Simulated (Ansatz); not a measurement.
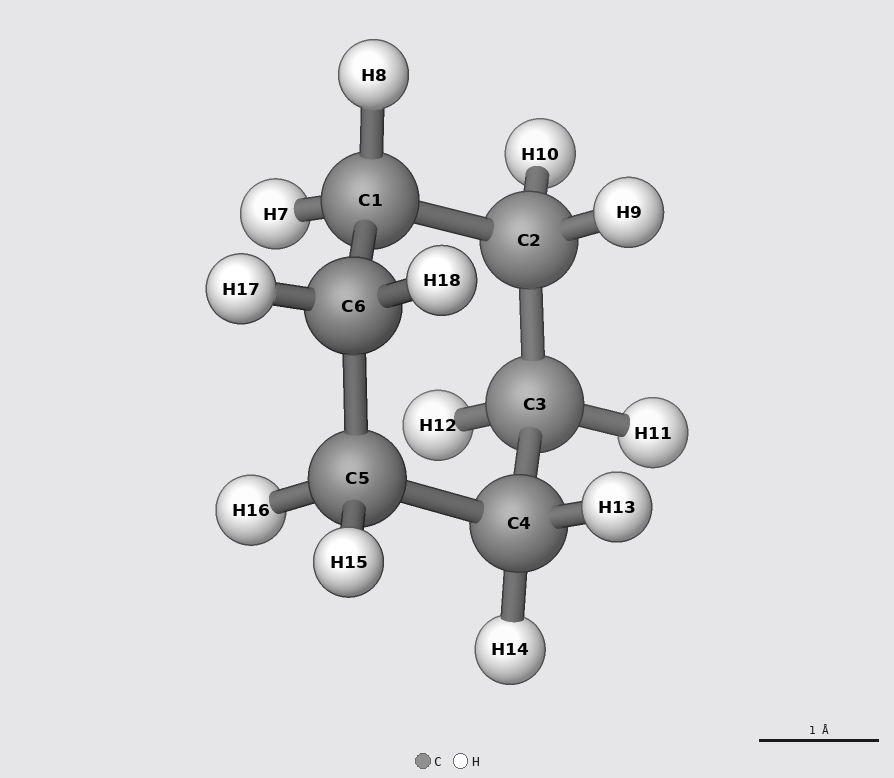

The picture comes from a calculation with Ansatz.

The atoms are numbered. Geometry: a fixed input geometry, not necessarily a minimum.

Which atoms are bonded, and how long are the bonds? Leave out bonds to hydrogen.

| bond | length (Å) | order |
| --- | --- | --- |
| C1–C2 | 1.566 | single |
| C1–C6 | 1.488 | single |
| C2–C3 | 1.436 | single |
| C3–C4 | 1.533 | single |
| C4–C5 | 1.599 | single |
| C5–C6 | 1.514 | single |
